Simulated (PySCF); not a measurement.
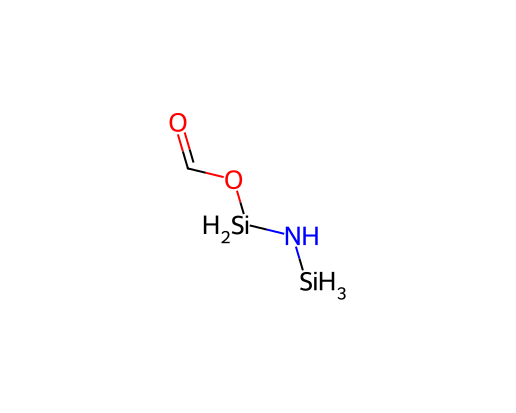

2D structure.

Write the SMILES.

O=CO[SiH2]N[SiH3]

Give the formula, hydrogens included.

CH7NO2Si2.

An optimisation with PBE0-D3(BJ)/def2-SVP gave a structure of which point group?

C1. Other conformers may differ.

More results for the same structure follow; atom numbers are the same in all pictures, views and colours differ. Computed geometry: PBE0-D3(BJ)/def2-SVP optimisation. No frequency run is at hand to confirm it as a minimum.

Shape

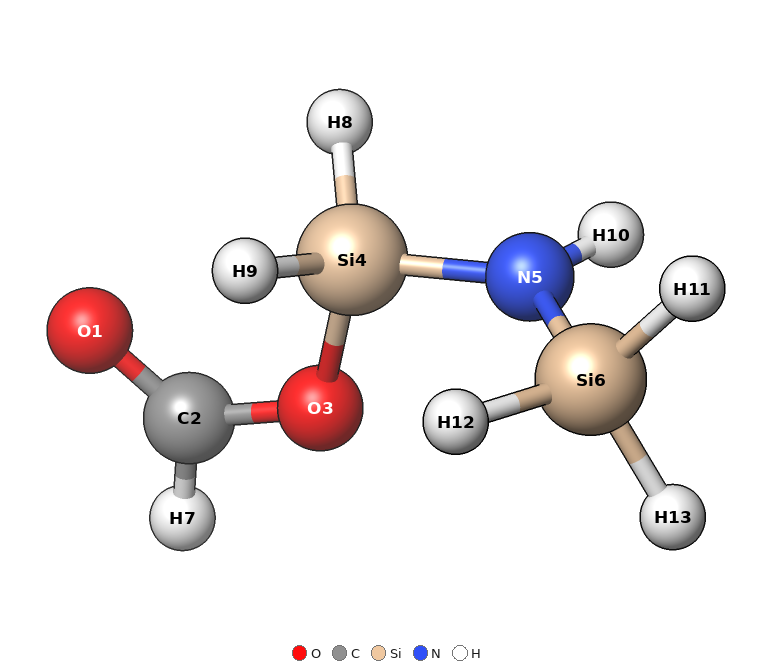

Numbered structure. No frequency run is at hand to confirm it as a minimum.

What are the angles O1–C2–O3, C2–O3–Si4, O3–C2–H7, O3–Si4–N5, O3–Si4–H8, O3–Si4–H9, Si4–N5–H10, N5–Si4–H8, N5–Si4–H9, N5–Si6–H11, N5–Si6–H12, N5–Si6–H13?

```
     angle  degrees
  O1–C2–O3    124.4
 C2–O3–Si4    118.4
  O3–C2–H7    111.5
 O3–Si4–N5    107.6
 O3–Si4–H8    107.4
 O3–Si4–H9    107.8
Si4–N5–H10    115.3
 N5–Si4–H8    109.7
 N5–Si4–H9    109.3
N5–Si6–H11    110.6
N5–Si6–H12    106.7
N5–Si6–H13    112.6
```

Dipole moment

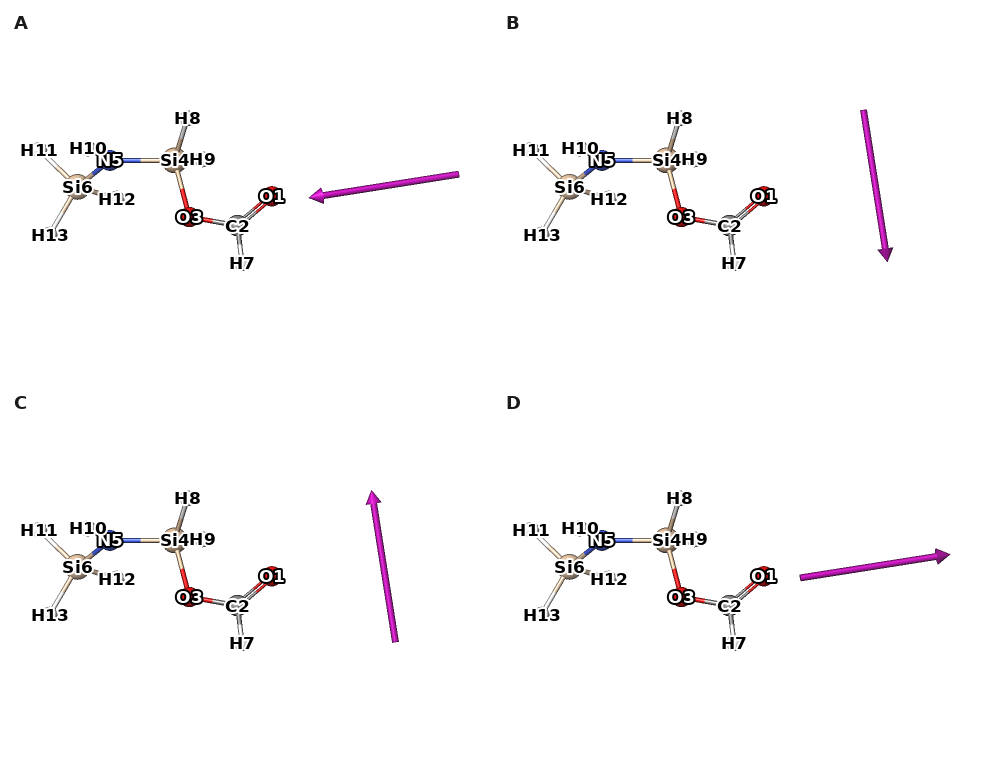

The same molecule four times, each with an arrow. No frequency run is at hand to confirm it as a minimum. Method: HF/def2-SVPD, gas phase (PySCF 2.14.0).

Which arrow points along the dipole moment, from the negative to the positive end?

A. The dipole moment is 2.65 D; it points from the side of O1 to the side of H13 (the outermost atoms at the two ends).

Polarisability

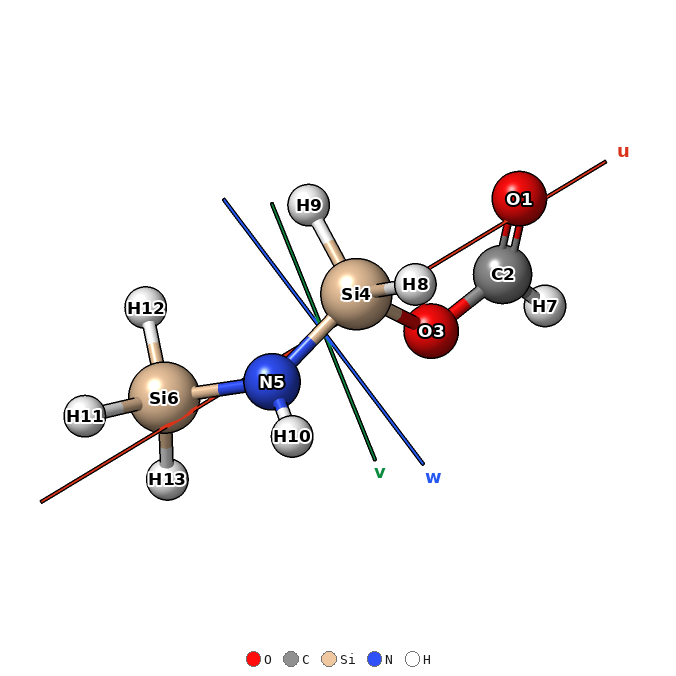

The lines u, v and w are the principal axes of the static dipole polarisability. No frequency run is at hand to confirm it as a minimum. Method: PBE0/6-31G* (PySCF 2.14.0).

Along which axis is the molecule most polarisable, and along which least?

Most along u (close to the long direction O1···Si6), least along w.

Give the three principal values.

u 78.8, v 58.6, w 50.8 bohr³; mean 62.7, anisotropy 25.0 bohr³.

NMR shielding

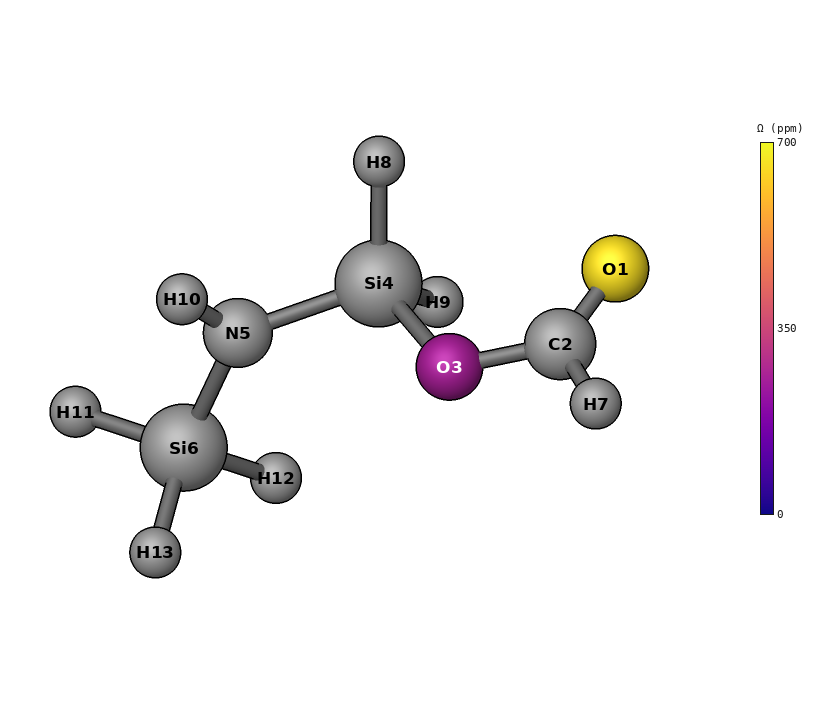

The O atoms are coloured by the span of their shielding tensor. No frequency run is at hand to confirm it as a minimum. Level of theory: GIAO LC-wPBE/pcSseg-1 NMR shielding, non-relativistic, gas phase (PySCF 2.14.0). Principal shieldings σ11 ≤ σ22 ≤ σ33, span Ω = σ33 − σ11, skew κ = 3(σiso − σ22)/Ω.

Which O atom has the most anisotropic shielding?

O1, with a span of 657 ppm.

Give the shielding tensors of the O atoms.

```tsv
atom	σ11	σ22	σ33	σiso	Ω	κ
O1	−396.6	−261.8	260.8	−132.5	657.4	0.59
O3	−40.3	152.5	217.5	109.9	257.8	−0.50
```

Shieldings and span in ppm.

Quadrupole coupling

No frequency run is at hand to confirm it as a minimum. Electric field gradients from the ground-state density, PBE0/cc-pVTZ (PySCF 2.14.0), non-relativistic apart from any core potentials.

Give the largest field-gradient component, the quadrupole coupling constant and the asymmetry for 17O at O1 (Q = −25.6 mb), 17O at O3 (Q = −25.6 mb), 14N at N5 (Q = 20.44 mb), 2H at H7 (Q = 2.86 mb), 2H at H8 (Q = 2.86 mb), 2H at H9 (Q = 2.86 mb), 2H at H10 (Q = 2.86 mb).

| atom | V_zz (a.u.) | e²qQ/h (MHz) | η |
| --- | --- | --- | --- |
| O1 | −1.518 | 9.13 | 0.32 |
| O3 | 1.198 | −7.20 | 0.13 |
| N5 | −0.684 | −3.29 | 0.42 |
| H7 | 0.250 | 0.168 | 0.04 |
| H8 | 0.140 | 0.094 | 0.01 |
| H9 | 0.141 | 0.095 | 0.01 |
| H10 | 0.393 | 0.264 | 0.12 |
